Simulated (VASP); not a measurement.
Band structure of Gd (hcp). These are PBE GGA with D4 dispersion, VASP's PBE PAW potentials (set 64) (plane waves; VASP) values and carry that method's errors.

The 4f electrons are frozen in the core of the lanthanide potential, so 4f levels, which can set the real gap, and their magnetism are missing.

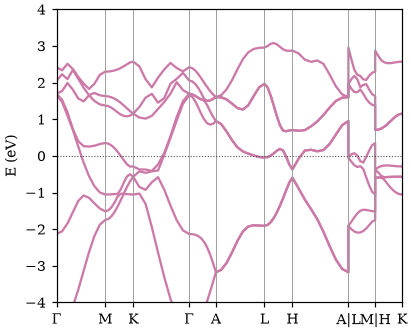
Bands along high-symmetry lines, zero at the valence-band maximum or, without a gap, the Fermi level

Task: Read the plot: is there a gap, and where are the band edges?

Result: It has no gap at this level: it comes out as a metal or semimetal. (Edges off the drawn lines would not show.)

The compound is Gd in the hcp structure. It was relaxed first.
